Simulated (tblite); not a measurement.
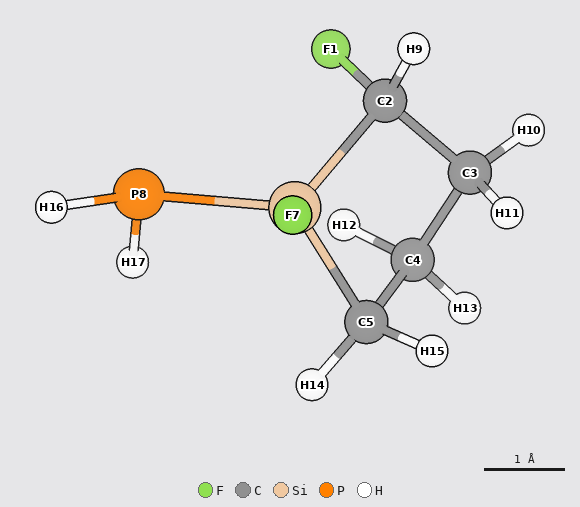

Starting structure of C$_{4}$H$_{9}$F$_{2}$PSi. The picture is a ball-and-stick view, seen at a tilt.

All numbers below come from GFN2-xTB geometry optimisation, gas phase (tblite 0.8.0).

```xyz
17

F     0.1767   -1.0818   -1.9246
C    -0.3860   -1.3298   -0.7008
C    -1.5661   -0.4238   -0.4294
C    -1.0090    0.9948   -0.3282
C    -0.2965    0.8786    1.0331
Si    0.7745   -0.6063    0.5981
F     1.0341   -1.6133    1.8888
P     2.5954    0.1346   -0.3685
H    -0.6005   -2.3942   -0.5054
H    -2.3631   -0.5156   -1.1865
H    -1.9257   -0.6778    0.5989
H    -0.2035    1.1151   -1.0750
H    -1.7745    1.7709   -0.3340
H     0.3011    1.7703    1.2626
H    -1.0405    0.6298    1.8138
H     3.8093   -0.1924    0.3271
H     2.4672    1.5530   -0.6800
```

> Where does the relaxation end?

The atom that moves furthest after the best rigid fit is H17 (1.40 Å). Largest moves by element: H 1.40 Å, P 0.75 Å, C 0.28 Å, Si 0.18 Å, F 0.13 Å. Some distances before and after: P8–H17 1.458 → 1.385 Å, P8–H16 1.437 → 1.388 Å, Si6–P8 2.191 → 2.232 Å, C2–Si6 1.886 → 1.926 Å. Among the angles between lasting bonds that change: H16–P8–H17 113.5° → 92.9°, Si6–P8–H16 114.3° → 94.8°, C5–Si6–P8 108.0° → 125.6°. Groups turn about C3–C4 by about 25°. After 141 geometry steps the energy has fallen by 33.6 kcal/mol. The run took 1.2 s on 1 thread of Arm Neoverse V1, with other jobs on the host.

Final geometry:

```xyz
17

F     0.2194   -0.9704   -1.9782
C    -0.2885   -1.2189   -0.7043
C    -1.5676   -0.4149   -0.5047
C    -1.1849    1.0136   -0.1167
C    -0.1840    0.9515    1.0429
Si    0.9364   -0.5385    0.6177
F     0.9075   -1.5717    1.8772
P     3.0403   -0.4155   -0.1187
H    -0.4734   -2.2952   -0.6741
H    -2.1728   -0.4294   -1.4125
H    -2.1365   -0.8785    0.3027
H    -0.7170    1.4964   -0.9768
H    -2.0680    1.5921    0.1565
H     0.3330    1.9022    1.1556
H    -0.7092    0.7561    1.9788
H     3.3484    0.7308    0.6008
H     2.7099    0.3026   -1.2563
```

After the run, drawn alike:

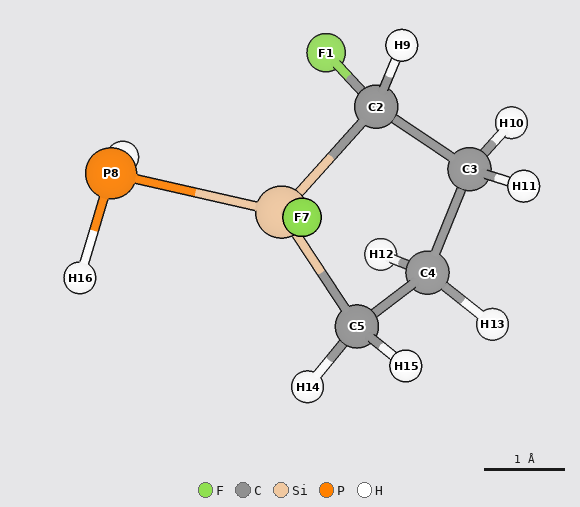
